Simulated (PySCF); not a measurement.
# CH7OSi2 (doublet): what the fields show

```xyz
11

C    -0.1265   -0.7439   -0.9564
Si    0.0469   -1.5412    0.7154
O    -0.2886    0.5747   -1.2029
Si    0.0048    1.8637   -0.1615
H    -0.1925   -1.3458   -1.8711
H     0.3664   -2.9793    0.4741
H     1.1461   -0.9027    1.5117
H    -1.1932   -1.4501    1.5554
H     1.4717    2.0307    0.0544
H    -0.5696    3.0560   -0.8346
H    -0.6686    1.6116    1.1485
```

Geometry: PBE0-D3(BJ)/def2-SVP.

The calculation used UKS B3LYP, IGLO-III on C O Si, pcH-1 on H, non-relativistic, mean-field spin-orbit, GIAO (PySCF).

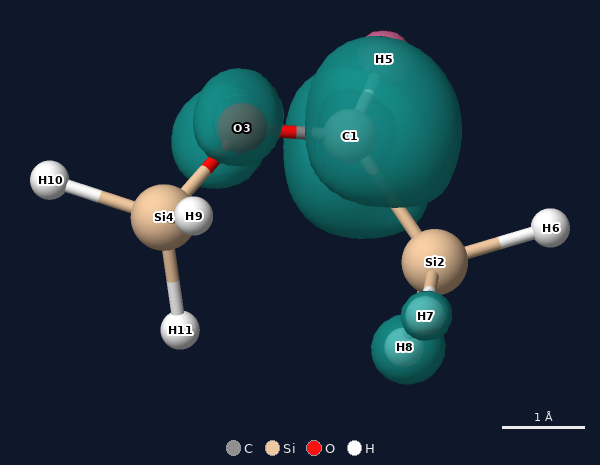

Figure 1. Isosurfaces of the spin density at +0.02 (teal) and −0.02 e/Å³ (pink), seen at a tilt.

Where is the unpaired spin?

Answer. The unpaired spin (1 electron) lies mostly on C1 (about 0.6), O3 (about 0.2) and Si2 (about 0.1), in electrons by Hirshfeld's partition.

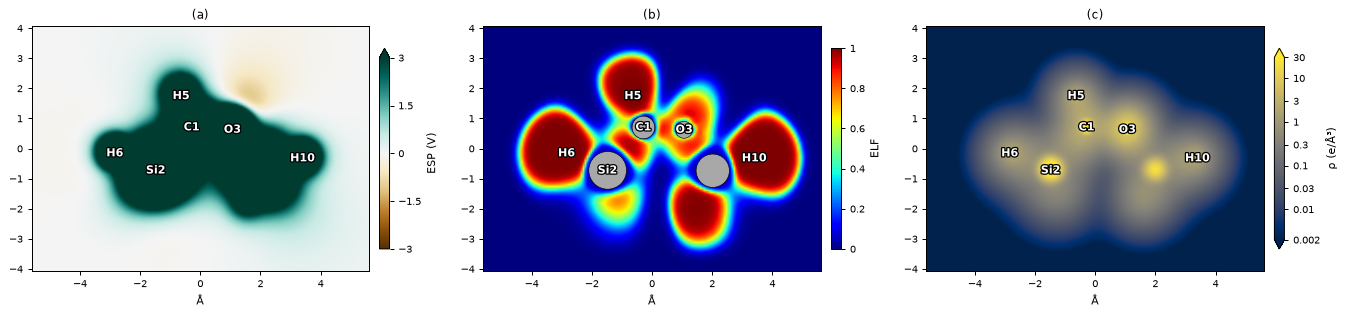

Figure 2. (a) molecular electrostatic potential; (b) electron localisation function; (c) total electron density on the plane of atoms O3, C1 and H5. Grey discs cover the atomic cores in the ELF map.

Read the bonding off the picture.

Answer. Atoms in the plane: C, Si, O and H.
C–O (1.35 Å): ρ is about 2.3 e/Å³ halfway, with its minimum of 1.9 e/Å³ about 0.5 Å from C; the ELF peaks at about 0.90 between the atoms: a shared but strongly polarised pair.
C–Si (1.86 Å): ρ at the midpoint is about 0.92 e/Å³; the ELF peaks at about 0.95 between the atoms (localised, covalent bonding).
C–H (1.10 Å): the density is about 2 e/Å³ at the midpoint; the ELF climbs to about 1 towards the hydrogen, as it does in any bond to H (a covalent bond by its length).
Si–H (1.49 Å): ρ at the midpoint is about 0.79 e/Å³; the ELF climbs to about 1 towards the hydrogen.
The ELF also peaks beside O3, away from the bonds: non-bonding electrons, paired or unpaired.
Outside the dense part of the molecule the potential is most negative (−1.1 V) near O3.

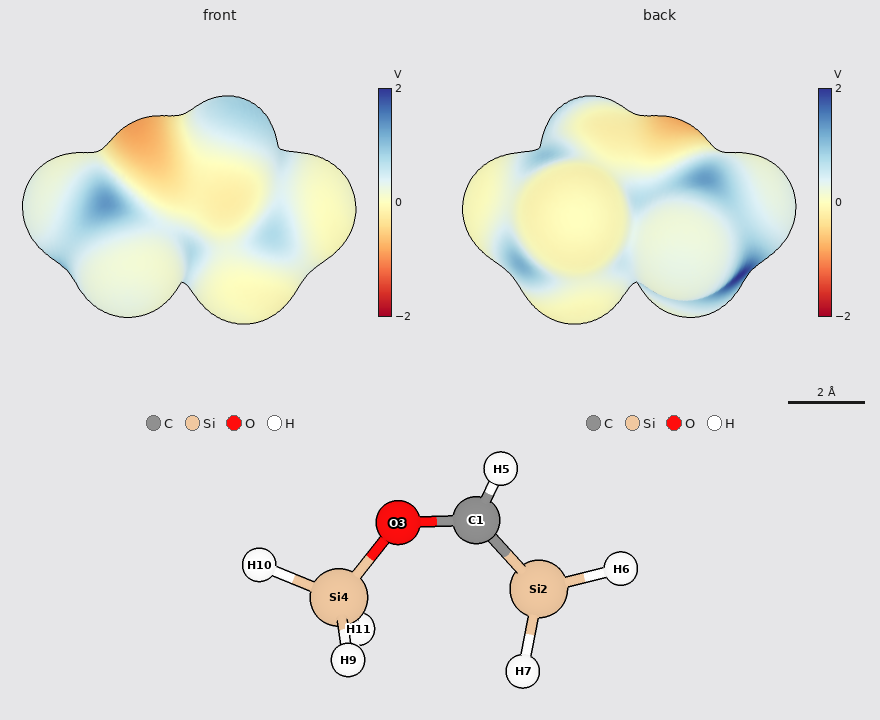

Figure 3. The electrostatic potential painted on the density surface at 0.002 e/bohr³, seen from the front and from behind; red is negative and blue positive. The bare structure is drawn below in the same view.

Which sites attract a positive test charge, and which a negative one?

Answer. A positive charge is drawn to the negative regions and a negative charge to the positive ones. The most negative region (about −0.8 V) lies over O3, the most positive (about +1.9 V) over Si4.
